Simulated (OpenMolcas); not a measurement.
PH$_{2}$: single-point calculation (part 2 of 2)

PH$_{2}$, multiplicity 2; BMK/ANO-L-VDZP, UKS (OpenMolcas 26.06). The geometry comes from this level: GFN2-xTB.

Geometry of the input (Å):
```
P  0.5145  -0.3028  0.2527
H  0.1115  1.0274  0.1724
H  -0.6260  -0.7246  -0.4251
```

### What the program printed, continued
```
++    Natural Bond Order analysis
      ---------------------------
      Based on LoProp computed density
      -------------------------------------------------------------------------------------
      Atom A       Atom B       Bond Order
      -------------------------------------------------------------------------------------
      NBO located      0.996 non-bonded electrons on atom P1
      NBO located      0.999 non-bonded electrons on atom P1
      NBO located      0.999 non-bonded electrons on atom P1
      NBO located      1.000 non-bonded electrons on atom P1
      NBO located      1.000 non-bonded electrons on atom P1
      The remaining    4.236 electrons are to be considered as diffuse
--

++    Molecular orbitals:
      -------------------

      Title: Natural orbitals

      Molecular orbitals for symmetry species 1: a

          Orbital            1         2         3         4         5         6         7         8         9        10
          Energy          -77.9109   -6.7639   -4.8670   -4.8693   -4.8696   -0.5073   -0.4332   -0.5269   -0.1878    0.2572
          Occ. No.          2.0000    2.0000    2.0000    2.0000    2.0000    2.0000    1.9999    1.9985    1.0000    0.0015

        1 P1     1s         1.0000    0.0018    0.0010   -0.0000    0.0000    0.0091    0.0000    0.0002   -0.0000   -0.0078
        2 P1     2s        -0.0019    0.9975    0.0355   -0.0000    0.0000    0.0690    0.0000    0.0086   -0.0000   -0.0640
        3 P1     3s         0.0005   -0.0055   -0.0068    0.0000   -0.0000    0.0033    0.0000   -0.9154   -0.0000   -0.3887
        4 P1     4s         0.0006   -0.0192   -0.0037    0.0000   -0.0000    0.1066    0.0000   -0.0122   -0.0000   -0.1497
        5 P1     2px       -0.0009   -0.0300    0.7938    0.3702   -0.4828   -0.0120    0.0092   -0.0016    0.0037    0.0135
        6 P1     3px       -0.0001    0.0104   -0.0017    0.0019   -0.0033    0.4196   -0.2029   -0.3211   -0.4741    0.3462
        7 P1     4px       -0.0002    0.0044   -0.0016   -0.0011    0.0021   -0.0637    0.0262    0.0067    0.0080    0.1493
        8 P1     2py        0.0006    0.0177   -0.4668    0.8800   -0.0937    0.0071    0.0218    0.0009    0.0007   -0.0079
        9 P1     3py        0.0001   -0.0061    0.0010    0.0045   -0.0006   -0.2469   -0.4820    0.1890   -0.0920   -0.2037
       10 P1     4py        0.0001   -0.0026    0.0010   -0.0027    0.0004    0.0375    0.0623   -0.0040    0.0016   -0.0878
       11 P1     2pz       -0.0005   -0.0147    0.3899    0.3000    0.8707   -0.0059    0.0074   -0.0008   -0.0066    0.0066
       12 P1     3pz       -0.0000    0.0051   -0.0008    0.0015    0.0060    0.2061   -0.1644   -0.1577    0.8549    0.1700
       13 P1     4pz       -0.0001    0.0022   -0.0008   -0.0009   -0.0038   -0.0313    0.0213    0.0033   -0.0145    0.0733
       14 P1     3d2-      -0.0000    0.0005    0.0009   -0.0014   -0.0002    0.0141    0.0631   -0.0119   -0.0045   -0.1036
       15 P1     3d1-       0.0000   -0.0000    0.0005   -0.0005    0.0006   -0.0004    0.0244   -0.0023    0.0132    0.0988
       16 P1     3d0       -0.0000    0.0013    0.0004   -0.0005   -0.0008    0.0307    0.0243   -0.0171   -0.0176   -0.5464
       17 P1     3d1+       0.0000   -0.0016   -0.0008   -0.0010   -0.0007   -0.0389    0.0459    0.0231   -0.0150    0.6379
       18 P1     3d2+      -0.0000    0.0001   -0.0005   -0.0019    0.0006    0.0019    0.0846    0.0019    0.0128   -0.1403
       19 H2     1s        -0.0003    0.0026    0.0105   -0.0079    0.0000   -0.4086   -0.3977    0.0091    0.0000    0.2644
       20 H2     2s        -0.0003    0.0091    0.0008   -0.0008    0.0000   -0.0051    0.0404    0.0149    0.0000    0.0772
       21 H2     2px        0.0000   -0.0005   -0.0005   -0.0012    0.0005   -0.0027   -0.0110   -0.0105   -0.0107    0.0221
       22 H2     2py        0.0000    0.0009   -0.0020    0.0016    0.0001    0.0315    0.0193    0.0147   -0.0021   -0.0151
       23 H2     2pz        0.0000   -0.0002   -0.0005   -0.0005   -0.0009    0.0019   -0.0040   -0.0042    0.0192    0.0106
       24 H3     1s        -0.0003    0.0026    0.0105    0.0079   -0.0000   -0.4086    0.3977    0.0091    0.0000    0.2644
       25 H3     2s        -0.0003    0.0091    0.0008    0.0008   -0.0000   -0.0051   -0.0404    0.0149    0.0000    0.0772
       26 H3     2px        0.0000   -0.0009    0.0010    0.0018    0.0005   -0.0229    0.0196   -0.0162   -0.0107    0.0235
       27 H3     2py       -0.0000   -0.0001    0.0017   -0.0001    0.0001   -0.0165    0.0013    0.0010   -0.0021   -0.0117
       28 H3     2pz       -0.0000   -0.0005    0.0008    0.0010   -0.0009   -0.0145    0.0110   -0.0089    0.0192    0.0118

          Orbital           11        12        13        14        15        16        17        18        19        20
          Energy            0.1514    0.3818    0.2648    1.1377    0.6100    0.8042    0.2008    0.2326    0.3992    0.8291
          Occ. No.          0.0001    0.0000    0.0000    0.0000    0.0000    0.0000    0.0000    0.0000    0.0000    0.0000

        1 P1     1s         0.0000   -0.0278   -0.0000    0.0000    0.0034    0.0992   -0.0592   -0.0000    0.0148   -0.0000
        2 P1     2s         0.0000   -0.2342   -0.0000    0.0000    0.0282    0.8239   -0.4800   -0.0000    0.1266   -0.0000
        3 P1     3s         0.0000   -1.2680   -0.0000    0.0000    0.1783    3.5011   -2.1699   -0.0002    0.8537   -0.0001
        4 P1     4s         0.0000   -1.0324   -0.0000   -0.0000    1.5761    2.6102   -1.6177   -0.0002    0.8912   -0.0001
        5 P1     2px        0.0242    0.0469    0.0036    0.0840    0.0279   -0.1707    0.0602    0.0377   -0.0227    0.0628
        6 P1     3px        0.4907    0.7820    0.0630    0.7436    0.1764   -1.5950    0.7515    0.4162   -0.5287    0.5683
        7 P1     4px        0.0290   -0.2296   -0.4508    0.2421   -0.3156   -0.6587    0.6847    0.4617   -0.8687    0.4492
        8 P1     2py        0.0574   -0.0276    0.0007    0.1995   -0.0164    0.1004   -0.0354    0.0895    0.0134    0.1491
        9 P1     3py        1.1657   -0.4602    0.0122    1.7665   -0.1037    0.9385   -0.4423    0.9885    0.3115    1.3499
       10 P1     4py        0.0689    0.1351   -0.0875    0.5751    0.1858    0.3876   -0.4030    1.0963    0.5115    1.0669
       11 P1     2pz        0.0196    0.0230   -0.0064    0.0680    0.0137   -0.0838    0.0295    0.0305   -0.0111    0.0509
       12 P1     3pz        0.3976    0.3841   -0.1136    0.6025    0.0867   -0.7834    0.3691    0.3372   -0.2596    0.4604
       13 P1     4pz        0.0235   -0.1128    0.8130    0.1962   -0.1550   -0.3235    0.3363    0.3740   -0.4266    0.3639
       14 P1     3d2-      -0.0333    0.2522    0.0273   -0.9675   -0.1173    0.2786   -0.0451   -0.1787   -0.3746   -0.1940
       15 P1     3d1-      -0.0128    0.0901   -0.0802   -0.3736   -0.1303    0.3212   -0.0713   -0.0690   -0.1615   -0.0749
       16 P1     3d0       -0.0128    0.2205    0.1064   -0.3732    0.1945   -0.5010    0.1461   -0.0689   -0.2341   -0.0748
       17 P1     3d1+      -0.0242   -0.3352    0.0910   -0.7045   -0.1701    0.4467   -0.1437   -0.1303    0.3952   -0.1413
       18 P1     3d2+      -0.0446   -0.0954   -0.0773   -1.2982    0.1612   -0.3985    0.0901   -0.2400    0.1783   -0.2603
       19 H2     1s        -1.1459    1.1249    0.0000   -2.4525   -0.0219   -2.3064    1.2909   -1.1116   -0.8576   -2.1235
       20 H2     2s        -0.4420    0.3694    0.0000   -1.2356   -0.6687   -1.1944    1.4137   -0.5670   -0.3186   -2.5004
       21 H2     2px       -0.0365   -0.0681   -0.0888   -0.3110    0.1038   -0.0999   -0.0076   -0.0915    0.0845    0.0022
       22 H2     2py       -0.0371    0.0427   -0.0172    0.5955   -0.2856    0.6823   -0.0493    0.2696   -0.2112    0.5788
       23 H2     2pz       -0.0242   -0.0332    0.1602   -0.1083    0.0268    0.0180   -0.0095   -0.0217    0.0241    0.0635
       24 H3     1s         1.1458    1.1249    0.0000    2.4524   -0.0217   -2.3065    1.2908    1.1120   -0.8570    2.1236
       25 H3     2s         0.4420    0.3694    0.0000    1.2356   -0.6687   -1.1945    1.4136    0.5672   -0.3181    2.5005
       26 H3     2px       -0.0030   -0.0699   -0.0888    0.5893    0.2554   -0.5207    0.0287    0.2370    0.1936    0.3892
       27 H3     2py       -0.0568    0.0385   -0.0172    0.0657    0.0743   -0.3172    0.0369    0.0763    0.0477    0.3510
       28 H3     2pz       -0.0078   -0.0346    0.1602    0.3338    0.1496   -0.3229    0.0199    0.1396    0.1125    0.2536

          Orbital           21        22        23        24        25        26        27        28
          Energy            0.3173    1.1287    0.4989    1.0331    1.3669    1.3191    1.1736    1.1476
          Occ. No.          0.0000    0.0000    0.0000    0.0000    0.0000    0.0000    0.0000    0.0000

        1 P1     1s         0.0000    0.0787   -0.0000   -0.0000    0.0000   -0.0234   -0.0000    0.0000
        2 P1     2s         0.0000    0.6468   -0.0000   -0.0000    0.0000   -0.1931   -0.0000    0.0000
        3 P1     3s         0.0000    2.3908   -0.0000   -0.0000    0.0001   -0.7424   -0.0001    0.0000
        4 P1     4s         0.0000    1.0800   -0.0000   -0.0000    0.0000   -0.3427   -0.0000    0.0000
        5 P1     2px        0.0000   -0.1301   -0.0159    0.0232    0.0576    0.0732    0.0001   -0.0396
        6 P1     3px        0.0000   -0.7613   -0.2090    0.2697    0.3183    0.6731    0.0011   -0.3758
        7 P1     4px       -0.0000   -0.0096   -0.0863    0.1825   -0.1976    0.1846    0.0005   -0.1738
        8 P1     2py        0.0000    0.0765   -0.0031    0.0045    0.1369   -0.0431    0.0003   -0.0940
        9 P1     3py        0.0000    0.4480   -0.0406    0.0523    0.7561   -0.3960    0.0024   -0.8927
       10 P1     4py       -0.0000    0.0057   -0.0168    0.0354   -0.4693   -0.1086    0.0011   -0.4129
       11 P1     2pz        0.0000   -0.0639    0.0286   -0.0418    0.0467    0.0360    0.0001   -0.0320
       12 P1     3pz        0.0000   -0.3739    0.3770   -0.4863    0.2578    0.3306    0.0009   -0.3045
       13 P1     4pz       -0.0000   -0.0047    0.1557   -0.3292   -0.1601    0.0906    0.0004   -0.1408
       14 P1     3d2-       0.4161   -0.2524    0.0769    0.1547   -0.1273    0.6901    0.3248    0.0280
       15 P1     3d1-      -0.6683   -0.1082   -0.2255   -0.4537   -0.0491    0.4275   -0.5217    0.0090
       16 P1     3d0       -0.4098   -0.1601    0.2991    0.6018   -0.0491   -0.0045   -0.3200    0.0096
       17 P1     3d1+      -0.1608    0.2690    0.2558    0.5147   -0.0926   -0.2501   -0.1256    0.0194
       18 P1     3d2+       0.0873    0.1193   -0.2172   -0.4370   -0.1707   -0.5003    0.0679    0.0365
       19 H2     1s        -0.0000   -1.1802   -0.0000    0.0000   -0.7128    0.4236   -0.0019    0.6872
       20 H2     2s        -0.0000   -0.7468    0.0000    0.0000   -0.0810    0.2356   -0.0019    0.7127
       21 H2     2px        0.0613   -0.4609    0.2433   -0.3569   -0.2133   -0.6635   -0.4162    0.7717
       22 H2     2py        0.0119    0.8635    0.0472   -0.0693    1.0201   -0.4835   -0.0803   -0.0234
       23 H2     2pz       -0.1105   -0.1626   -0.4388    0.6437   -0.0085   -0.4201    0.7455    0.4281
       24 H3     1s         0.0000   -1.1802    0.0000   -0.0000    0.7127    0.4237    0.0020   -0.6872
       25 H3     2s        -0.0000   -0.7468    0.0000   -0.0000    0.0809    0.2357    0.0020   -0.7127
       26 H3     2px       -0.0613   -0.8605    0.2433   -0.3570    0.8169   -0.0738    0.4154   -0.4805
       27 H3     2py       -0.0119   -0.0859    0.0472   -0.0693    0.4138    0.9174    0.0786    0.7153
       28 H3     2pz        0.1105   -0.4864   -0.4388    0.6437    0.4976    0.0579   -0.7461   -0.1921
--

++    Molecular properties:
      ---------------------

      Charge (e):
                      =   -0.0000
      Dipole Moment (debye):
      Origin of the operator (angstrom)=    0.4673   -0.2750    0.2295
                   X= -5.0680E-01               Y=  2.9822E-01               Z= -2.4891E-01           Total=  6.3854E-01
      Quadrupole Moment (debye*angstrom):
      Origin of the operator (angstrom)=    0.4673   -0.2750    0.2295
                  XX= -1.5081E+01              XY=  4.5798E-01              XZ=  1.2750E-01              YY= -1.4206E+01
                  YZ=  3.6327E-01              ZZ= -1.5112E+01
      In traceless form (debye*angstrom)
                  XX= -4.2168E-01              XY=  6.8698E-01              XZ=  1.9125E-01              YY=  8.9021E-01
                  YZ=  5.4491E-01              ZZ= -4.6853E-01
--

--- Stop Module: scf /rc=_RC_ALL_IS_WELL_ ---
--- Module scf spent 1 second ---

.##################.
.# Happy landing! #.
.##################.

    Timing: Wall=2.90 User=2.43 System=0.46
```

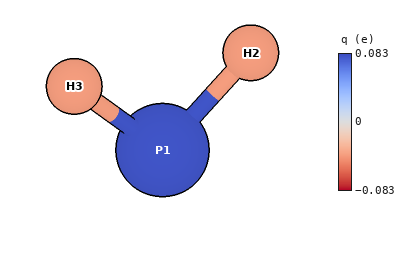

**Figure 1.** Mulliken charges, as the colour of each atom (ball-and-stick view, seen at a tilt; atoms are numbered from 1 in the order of the input). By element: P +0.08 and H −0.04 e.

### Key numbers

- outcome: converged
- total energy: −342.413927 hartree
- basis functions: 28
- ⟨S²⟩: 0.753
- dipole moment: 0.64 debye
- hardware: 1 thread of Arm Neoverse V1, 24 GiB of memory available, shared host
- wall time: 3.3 s
- peak memory: 0.37 GiB
